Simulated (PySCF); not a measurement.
C₄H₁₃PSi₂

The calculation's input:

```
{"job": {"kind": "nmr", "xc": "PBE0", "basis": "pcSseg-1"}, "charge": 0, "multiplicity": 1}
C      3.178818     0.566178     0.226855
C      2.146452    -0.465150     0.674707
Si     0.520829    -0.381002    -0.274252
C     -0.313657     1.320529    -0.104375
C     -1.823965     1.219707    -0.351134
Si    -2.508248    -0.180451     0.728364
P     -1.003071    -1.872664     0.552799
H      3.419982     0.460473    -0.843142
H      2.818191     1.596195     0.378551
H      4.123137     0.467096     0.785542
H      2.544740    -1.489041     0.571834
H      1.911609    -0.344100     1.747121
H      0.763241    -0.698031    -1.719883
H     -0.120046     1.670659     0.926607
H      0.167182     2.055839    -0.772252
H     -2.344206     2.172187    -0.152121
H     -2.029490     0.962766    -1.405496
H     -3.878990    -0.628607     0.334099
H     -2.542121     0.260372     2.158866
H     -1.472151    -2.250547    -0.744164
```

Run with:

```sh
OMP_NUM_THREADS=1 python probes_run.py task.json out
```

Geometry: PBE0-D3(BJ)/def2-SVP.

Level of theory: PBE0/pcSseg-1, SCF density, gas phase, non-relativistic in PySCF 2.14.0.

Question: What will maps of the electron density and electron localisation function show?

Answer: C–C (1.53 Å): ρ at the midpoint is about 1.6 e/Å³; the ELF peaks at about 0.95 between the atoms, as expected for localised, covalent bonding.
C–Si (1.90 Å): ρ is about 0.93 e/Å³ halfway; the ELF peaks at about 0.95 between the atoms: a shared electron pair.
C–H (1.10 Å): the density is about 1.9 e/Å³ at the midpoint; the ELF climbs to about 1 towards the hydrogen, as it does in any bond to H; an ordinary covalent bond to hydrogen.

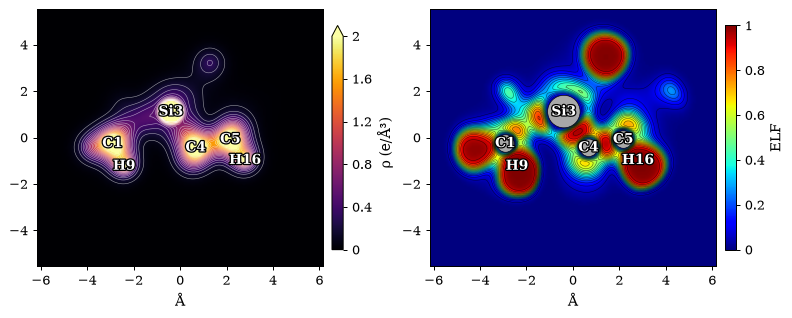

Computed electron density and electron localisation function on the plane of atoms C4, C5 and H16, in this order. Grey discs cover the atomic cores in the ELF map. 
